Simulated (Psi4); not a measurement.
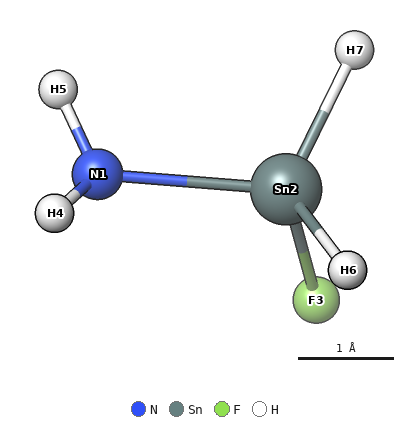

**Figure 1.** The structure as given in the input (ball-and-stick view, seen at a tilt; atoms are numbered from 1 in the order of the input). Sticks mark near contacts. Bond lengths as drawn: F–Sn 1.93 Å, H–N 1.01 Å, H–Sn 1.70 Å and N–Sn 1.99 Å.

SnNH4F (charge +1): single-point calculation (part 1 of 2)

The run: single-point calculation of SnNH4F, charge +1, multiplicity 2. Method and program: CCSD/def2-SVP, UHF, core potentials def2 (Psi4 1.11).

The geometry is that of the parent species in another charge or spin state. The geometry comes from this level: PBE0-D4/def2-TZVP.

Input (calc.inp):
```
memory 1600 mb

molecule geom {
  1 2
  N     -0.824600     0.088300    -0.943000
  Sn     0.497700    -0.065100     0.542900
  F      0.233900    -1.827500     1.272400
  H     -1.584200     0.741400    -0.829600
  H     -0.469500     0.125500    -1.885700
  H      0.113100     0.971100     1.833800
  H      2.094900    -0.101800    -0.036600
  symmetry c1
}

set {
  basis           def2-SVP
  reference       uhf
  puream          true
  e_convergence   1e-09
  d_convergence   1e-08
  scf_type        pk
  num_frozen_docc 6
  maxiter         200
}

e_tot = energy("ccsd")
```

Hardware: 1 thread of Intel Xeon @ 2.90GHz (Ice Lake), 192 GiB of memory available, shared host.

Run as:
```bash
psi4 -n 1 calc.inp calc.out
```

Output:
```
Psi4 1.11 release

   => Loading Basis Set <=

    Name: DEF2-SVP
    Role: ORBITAL
    Keyword: BASIS

    !!!  WARNING: ECP capability is in beta. Please check occupations closely.  !!!

         ---------------------------------------------------------
                                   SCF
                              UHF Reference
                        1 Threads,   1525 MiB Core
         ---------------------------------------------------------

  ==> Geometry <==

    Molecular point group: c1
    Full point group: C1

    Geometry (in Angstrom), charge = 1, multiplicity = 2:

       Center              X                  Y                   Z               Mass
    ------------   -----------------  -----------------  -----------------  -----------------
         N           -1.160583890846     0.340244838053    -1.421786125407    14.003074004430
         SN           0.161716109154     0.186844838053     0.064113874593   119.902201630000
         F           -0.102083890846    -1.575555161947     0.793613874593    18.998403162730
         H           -1.920183890846     0.993344838053    -1.308386125407     1.007825032230
         H           -0.805483890846     0.377444838053    -2.364486125407     1.007825032230
         H           -0.222883890846     1.223044838053     1.355013874593     1.007825032230
         H            1.758916109154     0.150144838053    -0.515386125407     1.007825032230

  Running in c1 symmetry.

  Rotational constants: A =      0.36173  B =      0.17799  C =      0.12976 [cm^-1]
  Rotational constants: A =  10844.29562  B =   5336.01342  C =   3890.17914 [MHz]
  Nuclear repulsion =  145.283382765587589

  Charge       = 1
  Multiplicity = 2
  Electrons    = 41
  Nalpha       = 21
  Nbeta        = 20

  ==> Algorithm <==

  SCF Algorithm Type is PK.
  DIIS enabled.
  MOM disabled.
  Fractional occupation disabled.
  Guess Type is SAD.
  Energy threshold   = 1.00e-09
  Density threshold  = 1.00e-08
  Integral threshold = 1.00e-12

  ==> Primary Basis <==

  Basis Set: DEF2-SVP
    Blend: DEF2-SVP
    Number of shells: 34
    Number of basis functions: 74
    Number of Cartesian functions: 78
    Spherical Harmonics?: true
    Max angular momentum: 2

  Core potential: DEF2-SVP
    Number of shells: 4
    Number of ECP primitives: 18
    Number of ECP core electrons: 28
    Max angular momentum: 3

  ==> Integral Setup <==

  Using in-core PK algorithm.
   Calculation information:
      Number of atoms:                   7
      Number of AO shells:              34
      Number of primitives:             67
      Number of atomic orbitals:        78
      Number of basis functions:        74

      Integral cutoff                 1.00e-12
      Number of threads:                 1

  Performing in-core PK
  Using 7703400 doubles for integral storage.
  We computed 169035 shell quartets total.
  Whereas there are 177310 unique shell quartets.

  ==> DiskJK: Disk-Based J/K Matrices <==

    J tasked:                  Yes
    K tasked:                  Yes
    wK tasked:                  No
    Memory [MiB]:             1144
    Schwarz Cutoff:          1E-12

  Minimum eigenvalue in the overlap matrix is 2.3444178907E-02.
  Reciprocal condition number of the overlap matrix is 5.0936088160E-03.
    Using symmetric orthogonalization.

  ==> Pre-Iterations <==

  SCF Guess: Superposition of Atomic Densities via on-the-fly atomic UHF (no occupation information).

   -------------------------
    Irrep   Nso     Nmo
   -------------------------
     A         74      74
   -------------------------
    Total      74      74
   -------------------------

  ==> Iterations <==

                        Total Energy        Delta E     RMS |[F,P]|

   @UHF iter SAD:  -367.01073187804775   -3.67011e+02   0.00000e+00
   @UHF iter   1:  -368.82331958053896   -1.81259e+00   8.18872e-03 DIIS/ADIIS
   @UHF iter   2:  -368.92490144365451   -1.01582e-01   6.36280e-03 DIIS/ADIIS
   @UHF iter   3:  -369.01228112204734   -8.73797e-02   7.48903e-04 DIIS/ADIIS
   @UHF iter   4:  -369.01707059092223   -4.78947e-03   3.40644e-04 DIIS/ADIIS
   @UHF iter   5:  -369.01883452098798   -1.76393e-03   2.06998e-04 DIIS/ADIIS
   @UHF iter   6:  -369.01959280496158   -7.58284e-04   1.50931e-04 DIIS/ADIIS
   @UHF iter   7:  -369.02034405091371   -7.51246e-04   1.71289e-04 DIIS/ADIIS
   @UHF iter   8:  -369.01990598230492    4.38069e-04   1.53122e-04 DIIS/ADIIS
   @UHF iter   9:  -369.01893110715605    9.74875e-04   1.05364e-04 DIIS/ADIIS
   @UHF iter  10:  -369.01874006537787    1.91042e-04   6.89218e-05 DIIS
   @UHF iter  11:  -369.01867105645363    6.90089e-05   4.93717e-05 DIIS
   @UHF iter  12:  -369.01862549405143    4.55624e-05   5.22848e-05 DIIS
   @UHF iter  13:  -369.01861951093201    5.98312e-06   5.30858e-05 DIIS
   @UHF iter  14:  -369.01865192405955   -3.24131e-05   6.16266e-05 DIIS
   @UHF iter  15:  -369.01861563077540    3.62933e-05   4.80620e-05 DIIS
   @UHF iter  16:  -369.01859717040566    1.84604e-05   3.19084e-05 DIIS
   @UHF iter  17:  -369.01859767909821   -5.08693e-07   2.31640e-05 DIIS
   @UHF iter  18:  -369.01859909722003   -1.41812e-06   2.04814e-05 DIIS
   @UHF iter  19:  -369.01859708218325    2.01504e-06   2.68881e-05 DIIS
   @UHF iter  20:  -369.01860609594257   -9.01376e-06   5.72824e-06 DIIS
   @UHF iter  21:  -369.01860449608841    1.59985e-06   3.65769e-06 DIIS
   @UHF iter  22:  -369.01860451031786   -1.42294e-08   2.02173e-06 DIIS
   @UHF iter  23:  -369.01860401283056    4.97487e-07   2.07664e-06 DIIS
   @UHF iter  24:  -369.01860356154759    4.51283e-07   2.34955e-06 DIIS
   @UHF iter  25:  -369.01860350149013    6.00575e-08   8.17815e-07 DIIS
   @UHF iter  26:  -369.01860330682723    1.94663e-07   2.88115e-07 DIIS
   @UHF iter  27:  -369.01860330387774    2.94949e-09   1.12757e-07 DIIS
   @UHF iter  28:  -369.01860330313190    7.45842e-10   5.24389e-08 DIIS
   @UHF iter  29:  -369.01860330294249    1.89402e-10   2.49676e-08 DIIS
   @UHF iter  30:  -369.01860330294960   -7.10543e-12   1.06653e-08 DIIS
   @UHF iter  31:  -369.01860330294983   -2.27374e-13   2.75938e-09 DIIS
  Energy and wave function converged.

  ==> Post-Iterations <==

   @Spin Contamination Metric:   1.066767442E-01
   @S^2 Expected:                7.500000000E-01
   @S^2 Observed:                8.566767442E-01
   @S   Expected:                5.000000000E-01
   @S   Observed:                5.000000000E-01

    Orbital Energies [Eh]
    ---------------------

    Alpha Occupied:

       1A    -26.433335     2A    -15.752968     3A     -6.170682
       4A     -4.369487     5A     -4.357813     6A     -4.355908
       7A     -1.708430     8A     -1.637673     9A     -1.637058
      10A     -1.626746    11A     -1.619255    12A     -1.598049
      13A     -1.298615    14A     -0.985738    15A     -0.878205
      16A     -0.835146    17A     -0.810912    18A     -0.788658
      19A     -0.787493    20A     -0.736908    21A     -0.606187

    Alpha Virtual:

      22A     -0.121624    23A     -0.096741    24A     -0.072515
      25A     -0.033898    26A      0.029109    27A      0.065028
      28A      0.106294    29A      0.123132    30A      0.205781
      31A      0.211695    32A      0.236857    33A      0.323725
      34A      0.344204    35A      0.362621    36A      0.577107
      37A      0.596854    38A      0.599383    39A      0.701304
      40A      0.715437    41A      0.879230    42A      0.922886
      43A      0.926571    44A      1.021075    45A      1.284032
      46A      1.318761    47A      1.332575    48A      1.408282
      49A      1.442242    50A      1.456125    51A      1.476667
      52A      1.563946    53A      1.619779    54A      1.732231
      55A      1.818321    56A      1.856208    57A      1.859225
      58A      1.918616    59A      2.262376    60A      2.265773
      61A      2.665948    62A      2.740335    63A      2.868856
      64A      3.274523    65A      3.316960    66A      3.318281
      67A      3.334538    68A      3.346790    69A      3.433402
      70A      3.514799    71A     15.145688    72A     15.311853
      73A     15.725143    74A     52.199692

    Beta Occupied:

       1A    -26.431637     2A    -15.756349     3A     -6.169786
       4A     -4.362284     5A     -4.358233     6A     -4.355551
       7A     -1.705344     8A     -1.632644     9A     -1.627958
      10A     -1.625276    11A     -1.620951    12A     -1.595516
      13A     -1.306139    14A     -0.906016    15A     -0.847334
      16A     -0.800013    17A     -0.772046    18A     -0.770446
      19A     -0.704834    20A     -0.609752

    Beta Virtual:

      21A     -0.389332    22A     -0.103988    23A     -0.074500
      24A     -0.054424    25A      0.004482    26A      0.031134
      27A      0.075023    28A      0.108774    29A      0.140156
      30A      0.203478    31A      0.206051    32A      0.263642
      33A      0.325441    34A      0.390515    35A      0.391154
      36A      0.579120    37A      0.631142    38A      0.662056
      39A      0.717181    40A      0.741412    41A      0.873210
      42A      0.927834    43A      0.929133    44A      1.016674
      45A      1.332575    46A      1.345649    47A      1.359287
      48A      1.408533    49A      1.473791    50A      1.499682
      51A      1.532614    52A      1.611760    53A      1.638844
      54A      1.781716    55A      1.822553    56A      1.858880
      57A      1.918166    58A      1.922935    59A      2.256790
      60A      2.264914    61A      2.658815    62A      2.734936
      63A      2.865955    64A      3.272180    65A      3.323032
      66A      3.323950    67A      3.338351    68A      3.345036
      69A      3.432764    70A      3.513308    71A     15.150351
      72A     15.308927    73A     15.724212    74A     52.199132

    Final Occupation by Irrep:
              A
    DOCC [    20 ]
    SOCC [     1 ]
    NA   [    21 ]
    NB   [    20 ]

  @UHF Final Energy:  -369.01860330294983

   => Energetics <=

    Nuclear Repulsion Energy =            145.2833827655875893
    One-Electron Energy =                -871.6505961623522580
    Two-Electron Energy =                 357.3486100938148411
    Total Energy =                       -369.0186033029498276

  UHF NO Occupations:
  HONO-2 :   19  A 1.9984467
  HONO-1 :   20  A 1.9477771
  HONO-0 :   21  A 1.0000000
  LUNO+0 :   22  A 0.0522229
  LUNO+1 :   23  A 0.0015533
  LUNO+2 :   24  A 0.0006780
  LUNO+3 :   25  A 0.0001343

Computation Completed

Properties will be evaluated at   0.000000,   0.000000,   0.000000 [a0]

Properties computed using the SCF density matrix

 Multipole Moments:

 ------------------------------------------------------------------------------------
     Multipole            Electronic (a.u.)      Nuclear  (a.u.)        Total (a.u.)
 ------------------------------------------------------------------------------------

 L = 1.  Multiply by 2.5417464519 to convert [e a0] to [Debye]
 Dipole X            :         13.4758865          -12.6133992            0.8624873
 Dipole Y            :         11.6447647           -9.3422708            2.3024939
 Dipole Z            :          7.6409285           -7.9986764           -0.3577479
 Magnitude           :                                                    2.4846219

 ------------------------------------------------------------------------------------

	total time  =          3 seconds =       0.05 minutes
 MINTS: Wrapper to libmints.

   Calculation information:
      Number of threads:                 1
      Number of atoms:                   7
      Number of AO shells:              34
      Number of SO shells:              34
      Number of primitives:             67
      Number of atomic orbitals:        78
      Number of basis functions:        74

      Number of irreps:                  1
      Integral cutoff                 1.00e-12
      Number of functions per irrep: [  74 ]

 OEINTS: Overlap, kinetic, potential, dipole, and quadrupole integrals
         stored in file 35.

      Computing two-electron integrals...done
      Computed 3539017 non-zero two-electron integrals.
        Stored in file 33.
```
